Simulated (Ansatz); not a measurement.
# AlH+ (doublet): correlated methods under varied settings at distance Al1–H2 = 5.588 Å

What do other methods and options give for AlH+ (doublet) at this geometry, and how long do they take?

Program: Ansatz 0.2.0, Gaussian basis. Level of theory: the settings change from run to run. These are calculated values, not measurements.

27 further runs of the same task are left out: 4 for a known fault of the program, 17 that didn't finish, 6 set aside as unsound or not needed.

## 1. What is computed

The geometry derives from a PBE0/def2-TZVP stationary point (not a proven minimum). One bond is set to the value named and the two fragments are kept rigid.

2 atoms, charge 1, spin multiplicity 2.

Atoms are counted from 1 here; the program's logs count them from 0.

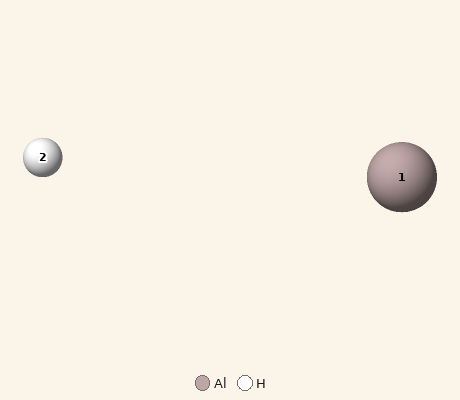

The structure; aluminium light grey, hydrogen white; atoms are numbered from 1 in the order of the file.

## 2. HF/def2-SVPD

The input, in.yaml:

```yaml
crystal:
  periodic: [false, false, false]
  atoms:
    - {symbol: Al, position_ang: [0.000000, 0.000000, 0.000000]}
    - {symbol: H, position_ang: [0.000000, 0.000000, 5.588000]}
basis:
  gaussian: {orbitals: def2-SVPD}
total_charge: 1
magnetization: {spin_polarized: true, initial_magnetization: 1}
hamiltonian: {xc: hf}
output: {orbitals: {seedname: orbitals}}
```

The run is started by

```bash
ansatz run in.yaml --threads 1 --pin off --events-out ev --progress --plain --max-ram 2393MiB
```

Standard output:

```text
Functional definition: HF
  name "HF"
  cite "Fock, Z. Phys. 61, 126 (1930) doi:10.1007/BF01340294"
  parent pbe
  exchange = exact_x
  correlation = 0
291 factors; integrals over basis functions are off by at most 5.8e-4 eV
mean field evaluation 1: about -6587.3127 eV, gradient 3.2e0 eV
mean field evaluation 2: about -6587.3127 eV, gradient 3.2e0 eV
mean field evaluation 4: about -6587.4631 eV, gradient 7.9e-2 eV
mean field evaluation 8: about -6587.4632 eV, gradient 9.1e-6 eV
mean field evaluation 16: about -6586.7250 eV, gradient 3.2e0 eV
mean field evaluation 32: about -6576.2953 eV, gradient 8.5e0 eV
mean field -6587.46319485 eV, -242.0848072677 hartree, gradient 9.1e-6 eV, S^2 0.750000; 0 other end points of the search recorded, 0 dependent functions left out
reference -6587.46319485 eV, -242.0848072677 hartree; 7, 6 occupied and 25, 26 virtual orbitals, 291 factors
Total energy: -6587.46319485 eV, -242.0848072677 hartree
```

Wall time 0.12 s (1 thread of Arm Neoverse V2, shared host).

From the report: ⟨S²⟩ of the determinant 0.750 (pure doublet: 0.75).

## 3. CCSD on ROHF/6-31G

The input, in.yaml:

```yaml
crystal:
  periodic: [false, false, false]
  atoms:
    - {symbol: Al, position_ang: [0.000000, 0.000000, 0.000000]}
    - {symbol: H, position_ang: [0.000000, 0.000000, 5.588000]}
basis:
  gaussian: {orbitals: 6-31G, point_charges: [{charge: 1.00, position_ang: [3.210, 0.216, 0.061]}]}
total_charge: 1
magnetization: {spin_polarized: false, initial_magnetization: 1}
hamiltonian: {pseudopotentials: {relativity: scalar}}
correlation: {method: ccsd, electrons: outside_noble_gas}
```

The command is unchanged.

Standard output, shortened:

```text
Functional definition: HF
  name "HF"
  cite "Fock, Z. Phys. 61, 126 (1930) doi:10.1007/BF01340294"
  parent pbe
[...]
170 factors; integrals over basis functions are off by at most 2.4e-4 eV
[...]
mean field -6595.83979405 eV, -242.3926416104 hartree, gradient 1.0e-6 eV, S^2 0.750000; 0 other end points of the search recorded, 0 dependent functions left out
[...]
5 core orbitals not correlated: weight in the atoms' cores, before any rotation towards them, 1.000 or more for the frozen orbitals, at most 0.000 for the correlated occupied ones
reference -6595.83979405 eV, -242.3926416104 hartree; 2, 1 occupied and 8, 9 virtual orbitals, 170 factors
second order -0.55649967 eV of doubles, -0.00000001 eV of singles
cycle   1  -0.79087673 eV  change   -2.3e-1 eV  update   6.2e-2
[...]
cycle   9  -0.96025106 eV  change   -1.2e-6 eV  update   2.4e-7
Total energy: -6596.80004511 eV, -242.4279301861 hartree
Relativity: scalar
```

Wall time 0.12 s (1 thread of Arm Neoverse V2, shared host).

From the report: correlation -0.9603 eV; T1 0.015; largest double amplitude 0.12.

## 4. BCCD on ROHF/pcseg-2

The input, in.yaml:

```yaml
crystal:
  periodic: [false, false, false]
  atoms:
    - {symbol: Al, position_ang: [0.000000, 0.000000, 0.000000]}
    - {symbol: H, position_ang: [0.000000, 0.000000, 5.588000]}
basis:
  gaussian: {orbitals: pcseg-2}
total_charge: 1
magnetization: {spin_polarized: false, initial_magnetization: 1}
correlation: {method: bccd, electrons: outside_noble_gas}
```

Launched as before.

Standard output, shortened:

```text
Functional definition: HF
  name "HF"
  cite "Fock, Z. Phys. 61, 126 (1930) doi:10.1007/BF01340294"
  parent pbe
[...]
285 factors; integrals over basis functions are off by at most 8.5e-4 eV
[...]
mean field -6589.64691836 eV, -242.1650576268 hartree, gradient 1.5e-6 eV, S^2 0.750000; 0 other end points of the search recorded, 0 dependent functions left out
[...]
5 core orbitals not correlated: weight in the atoms' cores, before any rotation towards them, 1.000 or more for the frozen orbitals, at most 0.000 for the correlated occupied ones
reference -6589.64691836 eV, -242.1650576268 hartree; 2, 1 occupied and 41, 42 virtual orbitals, 285 factors
second order -0.73677744 eV of doubles, -0.00000015 eV of singles
cycle   1  -0.91839317 eV  change   -1.8e-1 eV  update   5.3e-2
[...]
cycle   8  -1.05881553 eV  change   -3.4e-7 eV  update   2.1e-7
Total energy: -6590.70573390 eV, -242.2039683800 hartree
```

Wall time 0.48 s (1 thread of Arm Neoverse V2, shared host).

From the report: correlation -1.0588 eV; largest double amplitude 0.11.

## 5. MP2 on ROHF/def2-SVP

The input, in.yaml:

```yaml
crystal:
  periodic: [false, false, false]
  atoms:
    - {symbol: Al, position_ang: [0.000000, 0.000000, 0.000000]}
    - {symbol: H, position_ang: [0.000000, 0.000000, 5.588000]}
basis:
  gaussian: {orbitals: def2-SVP}
total_charge: 1
magnetization: {spin_polarized: false, initial_magnetization: 1}
correlation: {method: mp2, electrons: all}
```

The command is unchanged.

Standard output:

```text
Functional definition: HF
  name "HF"
  cite "Fock, Z. Phys. 61, 126 (1930) doi:10.1007/BF01340294"
  parent pbe
  exchange = exact_x
  correlation = 0
209 factors; integrals over basis functions are off by at most 2.3e-4 eV
mean field evaluation 1: about -6587.2509 eV, gradient 4.1e0 eV
mean field evaluation 2: about -6587.2509 eV, gradient 4.1e0 eV
mean field evaluation 4: about -6587.4154 eV, gradient 1.1e0 eV
mean field evaluation 8: about -6587.4521 eV, gradient 1.5e-6 eV
mean field -6587.45213469 eV, -242.0844008143 hartree, gradient 2.6e-6 eV, S^2 0.750000; 0 other end points of the search recorded, 0 dependent functions left out
mean field evaluation 16: about -6587.4521 eV, gradient 1.7e-3 eV
reference -6587.45213469 eV, -242.0844008143 hartree; 7, 6 occupied and 16, 17 virtual orbitals, 209 factors
second order -0.89921743 eV of doubles, -0.00000006 eV of singles
Total energy: -6588.35135218 eV, -242.1174464476 hartree
```

Run time: 0.09 s. Hardware: 1 thread of Arm Neoverse V2, shared host.

## 6. CCSDT/6-31G*

The input, in.yaml:

```yaml
crystal:
  periodic: [false, false, false]
  atoms:
    - {symbol: Al, position_ang: [0.000000, 0.000000, 0.000000]}
    - {symbol: H, position_ang: [0.000000, 0.000000, 5.588000]}
basis:
  gaussian: {orbitals: "6-31G*"}
total_charge: 1
magnetization: {spin_polarized: false, initial_magnetization: 1}
hamiltonian: {xc: {name: r2SCAN}}
correlation: {method: ccsdt, electrons: outside_noble_gas}
accuracy: high
scf: {omitted_lower_state_checks: [cluster_reference]}
```

Same command.

Standard output, shortened:

```text
Functional definition: r2SCAN
  name "r2SCAN"
  cite "Furness, Kaplan, Ning, Perdew & Sun, J. Phys. Chem. Lett. 11, 8208 (2020) doi:10.1021/acs.jpclett.0c02405"
  cite "Furness, Kaplan, Ning, Perdew & Sun, J. Phys. Chem. Lett. 11, 9248 (2020) doi:10.1021/acs.jpclett.0c03077"
  parent r2scan
[...]
302 factors; integrals over basis functions are off by at most 3.7e-9 eV
[...]
mean field -6601.04787646 eV, -242.5840351088 hartree, gradient 1.4e-8 eV, S^2 0.750000; 0 other end points of the search recorded, 0 dependent functions left out
5 core orbitals not correlated: weight in the atoms' cores, before any rotation towards them, 1.000 or more for the frozen orbitals, at most 0.000 for the correlated occupied ones
reference -6589.22598485 eV, -242.1495886053 hartree; 2, 1 occupied and 14, 15 virtual orbitals, 302 factors
second order -0.71183511 eV of doubles, -0.00645155 eV of singles
cycle   1  -0.92896753 eV  change   -2.1e-1 eV  update   5.5e-2
[...]
cycle  18  -1.07160189 eV  change   2.7e-11 eV  update  3.8e-11
Total energy: -6590.29758673 eV, -242.1889692484 hartree
Checks for a lower state left out: cluster_reference
```

It took 2.1 s on 1 thread of Arm Neoverse V2, shared host.

From the report: correlation -1.0716 eV; T1 0.007; largest double amplitude 0.11. The orbitals are Kohn-Sham ones, so correlation energy and T1 don't compare with those on Hartree-Fock orbitals.

## 7. CASSCF(3,9)/aug-cc-pVDZ

The input, in.yaml:

```yaml
crystal:
  periodic: [false, false, false]
  atoms:
    - {symbol: Al, position_ang: [0.000000, 0.000000, 0.000000]}
    - {symbol: H, position_ang: [0.000000, 0.000000, 5.588000]}
basis:
  gaussian: {orbitals: aug-cc-pVDZ}
total_charge: 1
magnetization: {spin_polarized: false, initial_magnetization: 1}
correlation: {active_space: {window: {electrons: 3, orbitals: 9}, states: [{multiplicity: 2, weights: [1, 1, 1]}]}}
```

The command is unchanged.

Standard output:

```text
Functional definition: HF
  name "HF"
  cite "Fock, Z. Phys. 61, 126 (1930) doi:10.1007/BF01340294"
  parent pbe
  exchange = exact_x
  correlation = 0
587 factors; integrals over basis functions are off by at most 1.3e-7 eV
mean field evaluation 1: about -6589.4788 eV, gradient 3.9e0 eV
mean field evaluation 2: about -6589.4788 eV, gradient 3.9e0 eV
mean field evaluation 4: about -6589.6648 eV, gradient 1.4e0 eV
mean field evaluation 8: about -6589.7287 eV, gradient 6.8e-5 eV
mean field -6589.72867881 eV, -242.1680622676 hartree, gradient 2.6e-6 eV, S^2 0.750000; 0 other end points of the search recorded, 0 dependent functions left out
reference -6589.72867881 eV, -242.1680622676 hartree; 7, 6 occupied and 29, 30 virtual orbitals, 587 factors
state -6590.68745113 eV, -242.2032965006 hartree
state -6586.24117287 eV, -242.0398987884 hartree
state -6586.24117287 eV, -242.0398987884 hartree
Total energy: -6587.72326562 eV, -242.0943646925 hartree
```

Run time: 3.5 s. Hardware: 1 thread of Arm Neoverse V2, shared host.

From the report: 324 determinants; active occupations (of the averaged states) 1.29, 1.00, 0.35, 0.35, 0.01, 0.00, 0.00, 0.00, 0.00.

## 8. The runs in one table

```tsv
level	correlated	functions	energy (eV)	time
HF/def2-SVPD		32	-6587.4632	0.12 s
CCSD on ROHF/6-31G (beside a point charge, relativity set)	outside noble gas	15	-6596.8000	0.12 s
BCCD on ROHF/pcseg-2	outside noble gas	48	-6590.7057	0.48 s
MP2 on ROHF/def2-SVP	all	23	-6588.3514	0.09 s
CCSDT/6-31G* (on r2SCAN orbitals)	outside noble gas	21	-6590.2976	2.1 s
CASSCF(3,9)/aug-cc-pVDZ (mean of several states)		36	-6587.7233	3.5 s
```

## 9. Results

```
quantity                                                    value
    runs                                                        6
quickest                             MP2 on ROHF/def2-SVP, 0.09 s
 slowest  CASSCF(3,9)/aug-cc-pVDZ (mean of several states), 3.5 s
```

What this shows: Total energies in different bases, with other cores or another treatment of relativity can't be set against each other. CASSCF(3,9)/aug-cc-pVDZ (mean of several states) took 39 times as long as MP2 on ROHF/def2-SVP; the jobs differ in more than the method.
